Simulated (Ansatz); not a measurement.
Electronic density of states of amorphous Ti₂₀O₄₂Sn, density 3.71 g/cm³, on a 2×2×2 Γ-centred mesh with a Gaussian width of 0.1 eV; energies count from the Fermi level, whose place inside the gap is arbitrary. Cell and mesh are small, so fine structure isn't converged. The numbers are results of PBE, scalar-relativistic without spin-orbit coupling (plane waves to 420 eV, PAW; Ansatz, a program for electronic structure), not measurements. Sampling: a 2×2×2 Γ-centred mesh; Fermi-Dirac width 0.02 eV; no spin polarisation. At PBE the levels at the filled edge of the gap are localised (band-tail or defect states), and the nearest spread-out levels lie 2.7 eV apart at the zone centre.

The cell was made by melting and quenching with the CHGNet potential and then relaxed with DFT. O atoms were pushed apart under 1.9 Å during the dynamics, to hinder bonds among them. The hot cell started wider than the set density and was brought back towards it in steps. It is the lowest in DFT energy of 2 quenches. It is a model cell: composition and starting density were chosen by hand, and all elements were melted together. No dispersion term was used. Its density started from a set value of 3.73 and ended at 3.71 g/cm³. The quench (nominally 360 K/ps over its main leg) was far faster than any real one, so the model tends to hold more defects than a real film. Values belong to this one cell and scatter from quench to quench. Volume and shape were free in the relaxation.

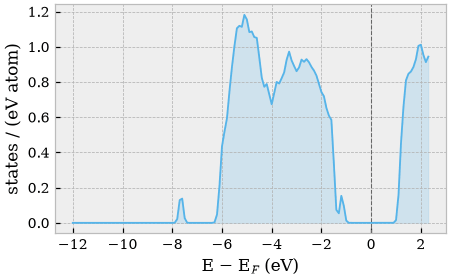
Density of states per atom

The level gap on this mesh is 2.29 eV; the broadening fills part of it in the curve.
